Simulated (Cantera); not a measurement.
Input: 1 mol Ta(OEt)₅, a varied amount of CO₂, 83 mol H₂, at 2152 °C and 0.760 bar.

These are equilibrium values from Cantera (NASA tables, ideal gas, pure condensed phases), not measurements of a reactor. Candidate condensed phases: C, C₆H₆, C₇H₈, C₈H₁₈, H₂O, Ta, TaC, Ta₂O₅; 113 gas species. The feed counts by its element totals alone. Mutual solubility and eutectic melting of coexisting phases are not modelled. TaC: taken at fixed stoichiometry. Condensed phases not in the tables: Ta₂C, N, O or C dissolved in the metal. Kinetics and transport are ignored.

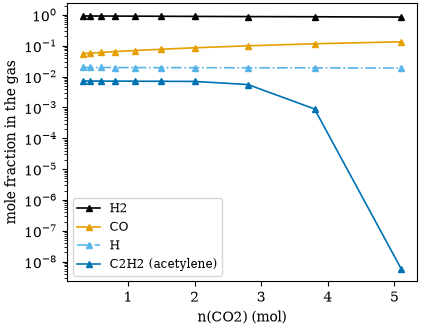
Figure. Equilibrium gas composition (values under 1e-9 drawn at 1e-9)

From 0.32 mol CO₂ to 2 mol CO₂ the condensed part is C(graphite) + TaC(s). From 2.8 mol CO₂ to 3.8 mol CO₂ the condensed part is TaC(s). At 5.1 mol CO₂ the condensed part is Ta(s) + TaC(s).
